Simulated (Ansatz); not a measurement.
## Lattice dynamics of Ti2NF2 monolayer

Aim: the phonons of Ti2NF2 monolayer at a cell relaxed beforehand at this level. After the zone centre comes a 4×4×1 q mesh on a 20×20×1 k mesh.

Program: Ansatz 0.2.0. Level of theory: DFT PBE, scalar-relativistic, plane waves, PAW; PAW set soft_1. Results are calculated unless marked as measured.

### 1. Set-up

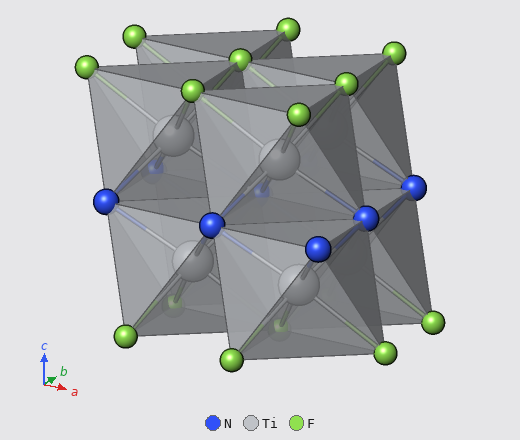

The starting structure, seen slightly off an axis (nitrogen blue, titanium light grey, fluorine green). 2×2×1 cells are drawn. Some periodic images of atoms are drawn too.

The cell holds 5 atoms: 1 N, 2 Ti and 2 F. Its edges and angles: a = 3.060 Å, b = 3.060 Å, c = 33.200 Å, α = 90.0°, β = 90.0°, γ = 120.0°. Vacuum lies along c.

As a file:

```cif
data_structure
_symmetry_space_group_name_H-M 'P 1'
_symmetry_Int_Tables_number 1
_cell_length_a 3.0603
_cell_length_b 3.0603
_cell_length_c 33.2000
_cell_angle_alpha 90.000
_cell_angle_beta 90.000
_cell_angle_gamma 120.000
_cell_volume 269.27
loop_
_atom_site_label
_atom_site_type_symbol
_atom_site_fract_x
_atom_site_fract_y
_atom_site_fract_z
_atom_site_occupancy
N1 N 0.00000 0.00000 0.30120 1
Ti2 Ti 0.33333 0.66667 0.33332 1
Ti3 Ti 0.66667 0.33333 0.26909 1
F4 F 0.66667 0.33333 0.37091 1
F5 F 0.33333 0.66667 0.23150 1
```

### 2. Zone-centre response

The cell comes from relaxations at this level that are not shown. The zone centre comes first: it holds the modes that light can see, as far as symmetry allows. No field response is asked, since the mesh shows no gap.

Contents of input.yaml:

```yaml
crystal:
  lattice:
    - [3.060259355, 0.0, 0.0]
    - [-1.5301296775, 2.6502623436, 0.0]
    - [0.0, 0.0, 33.2]
  atoms:
    - { symbol: "N", position: [0.0, 0.0, 0.3012048193] }
    - { symbol: Ti, position: [0.3333333333, 0.6666666667, 0.3333194062] }
    - { symbol: Ti, position: [0.6666666667, 0.3333333333, 0.2690902323] }
    - { symbol: F, position: [0.6666666667, 0.3333333333, 0.3709108709] }
    - { symbol: F, position: [0.3333333333, 0.6666666667, 0.2314987677] }
  periodic: [true, true, false]
kpoints:
  mp_grid: { grid: [18, 18, 1] }
hamiltonian:
  xc: pbe
  pseudopotentials: { kind: paw, azcp: { folder: soft_1 } }
scf:
  occupations: { method: methfessel_paxton, width: 0.2 }
output:
  eigenvalues: true
phonons:
  method: dfpt
```

Command:

```bash
$ ansatz run input.yaml --threads 4 --pin off --max-ram 16384MiB --backend cpu --events-out ev --progress --plain --runs-dir out
```

Numbers of over 12 decimals in the logs are rounded to 6 here.

Log:

```text
Warning: crystal.symmetry: narrowed to the stabiliser of the run's FFT grids — unitary ops 12 → 6. A phonons.method: dfpt run fills in the rows of the dynamical matrix that it does not solve by its symmetry operations, which is exact only for operations that map its FFT grids onto themselves: filled in by any other, the frequencies could depend on the order in which like atoms are typed, or, by more than the grids' own error, on where the crystal sits among the grids' points. Excluded: 6 operations. The run can therefore solve more perturbations, solve them on more k-points, or both, and cost more. [rest of the remark cut]
Engine: ansatz 0.2.0, aarch64-unknown-linux-gnu
Pseudopotentials: kind: paw
Pseudopotential: N, paw, valence charge 5, recommended cutoff 420 eV (normal), soft_1/N.paw.azcp
Pseudopotential: Ti, paw, valence charge 12, recommended cutoff 420 eV (normal), soft_1/Ti.paw.azcp
Pseudopotential: F, paw, valence charge 7, recommended cutoff 420 eV (normal), soft_1/F.paw.azcp
Functional definition: PBE
  parameter kappa = 0.804
  parameter beta = 0.066725
  exchange = pbe_x(kappa = kappa, mu = beta*pi^2/3)
  correlation = pbe_c(beta = beta)
Crystal: 5 atoms, lattice volume = 269.268 Å³
Basis set: ecut = 420 eV, 5235 PW (Γ), exchange–correlation on 48×48×450 points (8 copies of the dense FFT grid, shifted against one another)
Bands: 27, of which v1, the nominal top of the filled ones, is band 22 counted from 1 (21 counted from 0)
Symmetry: 12 space group operations
k-points: 91 of 324 (irreducible under 2 space group operations, time reversal used)
Non-local potential: N, projectors of the file, l = 0: 2, l = 1: 2, l = 2: 1
Non-local potential: Ti, projectors of the file, l = 0: 3, l = 1: 2, l = 2: 3, l = 3: 1
Non-local potential: F, projectors of the file, l = 0: 2, l = 1: 2, l = 2: 1
PAW form: soft (Blöchl's): semilocal exchange-correlation on the pseudo side does not see the compensation charge
PAW one-centre angular grid: N, 110 points (default); XC on 64 Gauss nodes
PAW one-centre angular grid: Ti, 590 points (default); XC on 64 Gauss nodes
PAW one-centre angular grid: F, 110 points (default); XC on 64 Gauss nodes
Initial density: superposition of atomic densities (neutral atoms: chi_scale 0, normalization atom)
Initial wavefunctions: pseudopotential atomic-orbital guess
Functional: x = pbe(κ = 0.804, μ = 0.219515), c = pbe(β = 0.066725)
SCF iter   1: F=—  HF=-7011.189530 eV  |F-HF|=—  |Δ(HF+E_count)|=         —  Δρ=6.71e-2  dr2=1.64e1  ethr=3.10e-3  ⟨swp⟩=11.1  Hψ=16992  notcnv=0
preconditioner: auto → LDOS  [metal: Δε(μ)=0.012 eV  Ē_g=9.745 eV  σ=0.200 eV  W_gap=0.05  n_scr=20 (ndim 8)  ℏωp=10.9 eV  f_vac=0.771  D(μ)=1.35/eV (n_scr^D=10)  β→1.0]
SCF iter   2: F=—  HF=-7012.126882 eV  |F-HF|=—  |Δ(HF+E_count)|=   9.37e-1  S|Δr|=    0.00e0  Δρ=9.45e-2  dr2=2.57e1  ethr=3.10e-3  ⟨swp⟩=8.1  Hψ=23973  notcnv=0
automatic band count: the SCF goes on with 32 bands, as 27 were too few: they end inside the smearing window of the response
SCF iter   3: F=—  HF=-7006.984892 eV  |F-HF|=—  |Δ(HF+E_count)|=    5.14e0  S|Δr|=    0.00e0  Δρ=1.54e-2  dr2=3.36e-1  ethr=3.10e-3  ⟨swp⟩=5.3  Hψ=9400  notcnv=0  defer=226
SCF iter   4: F=—  HF=-7006.957009 eV  |F-HF|=—  |Δ(HF+E_count)|=   2.79e-2  S|Δr|=    0.00e0  Δρ=6.00e-3  dr2=1.01e-1  ethr=7.82e-4  ⟨swp⟩=3.3  Hψ=6630  notcnv=0  defer=234
SCF iter   5: F=—  HF=-7006.931875 eV  |F-HF|=—  |Δ(HF+E_count)|=   2.51e-2  S|Δr|=    0.00e0  Δρ=1.81e-3  dr2=1.27e-2  ethr=2.36e-4  ⟨swp⟩=3.2  Hψ=5598  notcnv=0  defer=234
SCF iter   6: F=—  HF=-7006.928736 eV  |F-HF|=—  |Δ(HF+E_count)|=   3.14e-3  S|Δr|=    0.00e0  Δρ=3.79e-4  dr2=3.99e-4  ethr=2.95e-5  ⟨swp⟩=3.5  Hψ=5314  notcnv=0  defer=234
SCF iter   7: F=—  HF=-7006.928740 eV  |F-HF|=—  |Δ(HF+E_count)|=   3.59e-6  S|Δr|=    0.00e0  Δρ=9.39e-5  dr2=1.17e-5  ethr=9.29e-7  ⟨swp⟩=3.3  Hψ=5715  notcnv=0  defer=234
SCF iter   8: F=—  HF=-7006.928748 eV  |F-HF|=—  |Δ(HF+E_count)|=   7.82e-6  S|Δr|=    0.00e0  Δρ=4.60e-5  dr2=7.20e-6  ethr=2.73e-8  ⟨swp⟩=3.9  Hψ=6552  notcnv=0  defer=234
SCF iter   9: F=—  HF=-7006.928748 eV  |F-HF|=—  |Δ(HF+E_count)|=   2.19e-7  S|Δr|=    0.00e0  Δρ=1.32e-5  dr2=5.44e-7  ethr=1.68e-8  ⟨swp⟩=2.4  Hψ=3739  notcnv=0  defer=234
SCF iter  10: F=—  HF=-7006.928738 eV  |F-HF|=—  |Δ(HF+E_count)|=   9.49e-6  S|Δr|=    0.00e0  Δρ=3.51e-6  dr2=1.42e-8  ethr=1.27e-9  ⟨swp⟩=3.1  Hψ=5532  notcnv=0  defer=234
SCF iter  11: F=—  HF=-7006.928738 eV  |F-HF|=—  |Δ(HF+E_count)|=   3.47e-8  S|Δr|=    0.00e0  Δρ=9.98e-7  dr2=1.74e-9  ethr=3.30e-11  ⟨swp⟩=3.8  Hψ=6531  notcnv=0  defer=234
SCF iter  12: F=—  HF=-7006.928738 eV  |F-HF|=—  |Δ(HF+E_count)|=   7.47e-9  S|Δr|=    0.00e0  Δρ=2.23e-7  dr2=9.86e-11  ethr=4.05e-12  ⟨swp⟩=3.0  Hψ=5561  notcnv=0  defer=234
SCF iter  13: F=-7006.928738 eV  HF=-7006.928738 eV  |F-HF|=1.55e-11  |Δ(HF+E_count)|=  3.30e-10  S|Δr|=    0.00e0  Δρ=3.14e-8  dr2=1.12e-12  ethr=1.00e-12  ⟨swp⟩=33.0  Hψ=30775  notcnv=0
SCF 1 converged in 13 iterations: F = -7006.928738 eV  dr2 = 1.12e-12
  greatest PAW one-centre occupation: 0.999 electrons in one spin orbital (limit 2), on the Ti atom at site 2 (counted from 0), in its partial waves of l = 0
DFPT response loops at Γ: preconditioner auto → none (partly filled bands, converged f_vac=0.785); β = 0.50; Broyden in place of MSR1
SCF converged after 13 iterations
Stability not checked: this state was not tested for a lower state beside it, because cold or Methfessel-Paxton smearing, or corrected tetrahedra, fill the levels in a way that the test cannot read (fill_not_monotonic; see scf.lower_state_search)
Free energy (F): -7006.928738 eV
Harris-Foulkes:  -7006.928738 eV  (|F-HF|=1.55e-11)
Internal energy: -7006.927747 eV  (E = F + TS)
E sigma→0 (E₀):  -7006.928491 eV
Entropy (-TS):   -0.000992 eV (-0.198 meV/atom)
Fermi energy:    -4.460136 eV
--- Per-component energies (eV) ---
  E_band       = -1090.524527
  E_kinetic    = 1088.815424
  E_local      = -136119.386359  (includes V_loc(G=0)·N_el)
  E_nonlocal   = 330.951355
  E_hartree    = 67343.726162
  E_xc         = -447.767899
  E_vxc        = -566.616467  (∫ρ·V_xc dr)
  E_paw        = -2621.559601  (= ΣΔE_a)
  E_vpaw       = -511.743006  (= ΣTr[D̂ρ^β])
  E_aug_tail   = 0.002161  (compensation charges beyond the density's cutoff)
  E_ewald      = 63418.291010
  E_smearing   = -0.000992  (= −TS)
  E_closure    = -0.000000  (closes the sum)
  Σ components = -7006.928738   (vs F -7006.928738, Δ=0.00e0)
--- Band table (eV; the first three rows and the last of 91) ---
  k-point 0: bands = [... 18 lower, -9.3329, -9.3329, -5.1296, -5.1296, -4.3434, -3.1304, -3.1304, -3.1255, ... 6 higher]
  k-point 1: bands = [... 18 lower, -9.4241, -9.3602, -5.1840, -5.0774, -4.3460, -3.2164, -3.1323, -3.0605, ... 6 higher]
  k-point 2: bands = [... 18 lower, -9.5704, -9.4325, -5.3426, -4.9280, -4.3352, -3.3040, -3.1130, -3.0844, ... 6 higher]
  k-point 90: bands = [... 18 lower, -10.2862, -9.7800, -5.3898, -4.8018, -3.2720, -2.9586, -2.7942, -2.4624, ... 6 higher]
  ° read free of the cell's end (the report's vacuum.weakly_bound_levels)
--- Phonons (Γ-DFPT): 10 representative perturbations + reference, on 91 of 324 k-points (Σ response iterations 54) ---
  ASR residual: 4.058e-5 → 0.000e0 eV/Å²; symmetrization residual: 5.509e-6 eV/Å²
  The last average, over the group as it would stand without the narrowing to the FFT grids, took up to 1.199e-6 eV/Å² of the zone centre's force constants
  ASR residual per site (eV/Å²): 4.06e-5 6.05e-6 8.72e-6 2.41e-6 1.81e-6
  Γ frequencies (cm⁻¹): 0.00 0.00 0.00 192.35 192.35 262.18 266.51 266.51 284.38 284.38 451.86 499.33 576.68 658.53 658.53
  non-analytic LO–TO correction: not included (Born effective charges unavailable; polar crystals: no LO–TO splitting at Γ)
```

The job ended after 4.6 min (4 threads of Arm Neoverse V1, shared host; peak memory 2.5 GiB).

This run has no spin polarisation, although Ti can carry a moment.

Numbers from this step:

```yaml
gap_on_the_k_mesh: 0 eV
sum_rule_residual_before_enforcement: 4.06e-5 eV/Å²
point_group: -3m
area_per_atom: 1.622 Å²
highest_optical_mode_at_the_zone_centre_no_lo_to_term: 658.5 cm⁻¹
lowest_optical_zone_centre_mode: 192.3 cm⁻¹
```

Patterns of degenerate modes are one choice out of their space. Modes at Γ, with each element's share of the kinetic energy:

| mode | frequency (cm⁻¹) | symmetry | N % | Ti % | F % |
| --- | --- | --- | --- | --- | --- |
| 1 | 0.0 | acoustic | 9 | 65 | 26 |
| 2 | 0.0 | acoustic | 9 | 65 | 26 |
| 3 | 0.0 | acoustic | 9 | 65 | 26 |
| 4 | 192.3 | Eg | 0 | 37 | 63 |
| 5 | 192.3 | Eg | 0 | 37 | 63 |
| 6 | 262.2 | A1g | 0 | 50 | 50 |
| 7 | 266.5 | Eu | 3 | 22 | 74 |
| 8 | 266.5 | Eu | 3 | 22 | 74 |
| 9 | 284.4 | Eg | 0 | 63 | 37 |
| 10 | 284.4 | Eg | 0 | 63 | 37 |
| 11 | 451.9 | A2u | 9 | 18 | 73 |
| 12 | 499.3 | A1g | 0 | 50 | 50 |
| 13 | 576.7 | A2u | 82 | 17 | 1 |
| 14 | 658.5 | Eu | 87 | 13 | 0 |
| 15 | 658.5 | Eu | 87 | 13 | 0 |

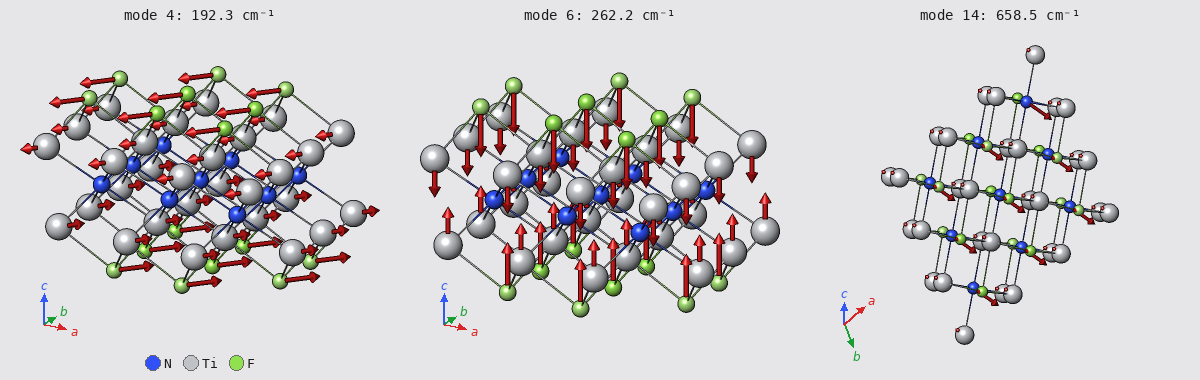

Displacement patterns of modes 4, 6 and 14 at Γ; arrows are exaggerated. 2×2×1 cells are drawn. Some periodic images of atoms are drawn too.

Before it was imposed, the acoustic sum rule was missed by 4.1e-5 eV/Å². Small misses are needed for a sound result but don't prove that mesh and cutoff are converged. The lowest optical mode is real, 192 cm⁻¹.

(Continued in part 2 of 2.)

[Logs are printed without paths, hosts, clocks, repeated set-up lines and the standing remarks that a program may print on its own settings, such as how far it seeks lower states.]

[Hosts, paths, dates, database ids (printed as entryN), source tags and the programs' standing remarks are cut or masked in the printed files.]
